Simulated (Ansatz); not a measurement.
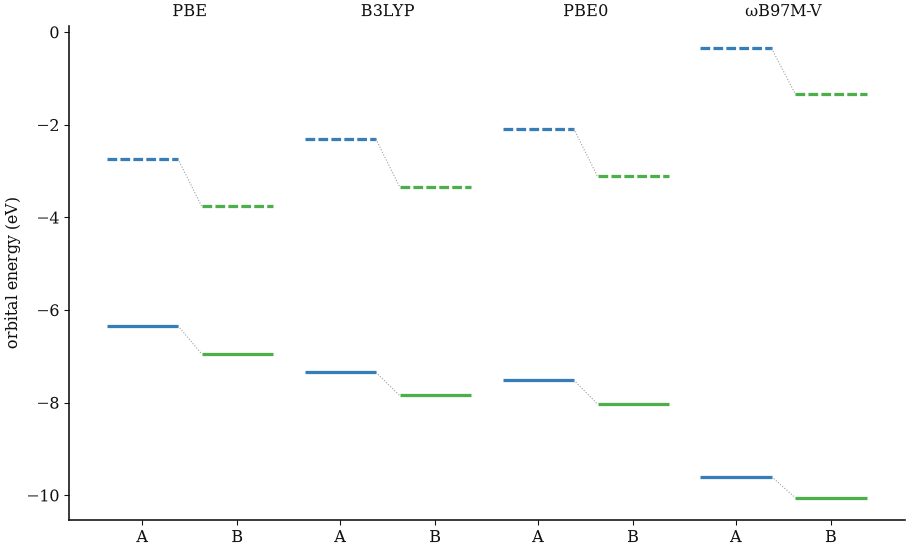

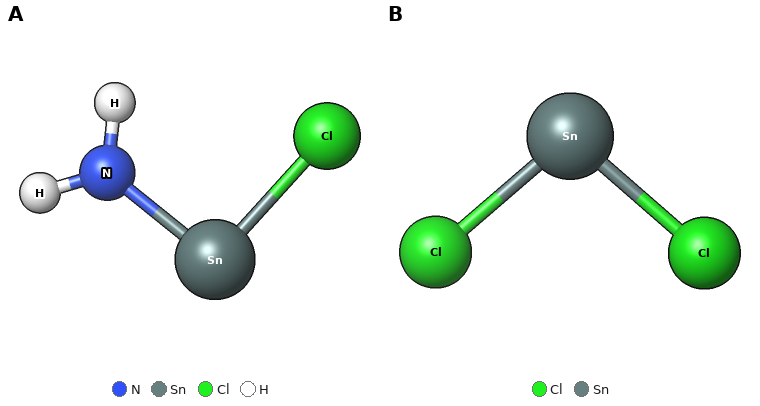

One change: A, SnNH₂Cl (SMILES [NH2][Sn][Cl]), becomes B, SnCl₂ (SMILES [Cl][Sn][Cl]). NH₂ on Sn is replaced by Cl. HOMO (solid) and LUMO (dashed) computed in def2-TZVPP at PBE0-D4/def2-TZVP geometries, both minima by their frequencies, gas phase, the Ansatz code.

### What does the change do to HOMO and LUMO?

PBE: the HOMO falls by 0.61 eV, the LUMO falls by 1.02 eV, and the separation goes from 3.60 to 3.19 eV. B3LYP: the HOMO falls by 0.50 eV, the LUMO falls by 1.03 eV, and the separation goes from 5.04 to 4.51 eV. PBE0: the HOMO falls by 0.52 eV, the LUMO falls by 1.03 eV, and the separation goes from 5.43 to 4.91 eV. ωB97M-V: the HOMO falls by 0.46 eV, the LUMO falls by 0.99 eV, and the separation goes from 9.25 to 8.72 eV.

### Do the functionals agree on the effect?

They agree on the direction for both levels; the HOMO shift lies between −0.61 and −0.46 eV and the LUMO shift between −1.03 and −0.99 eV, while the separations themselves differ by up to 5.6 eV between functionals.

Note: core potentials past krypton; spin-orbit coupling is left out, and with Sn it can shift these values.
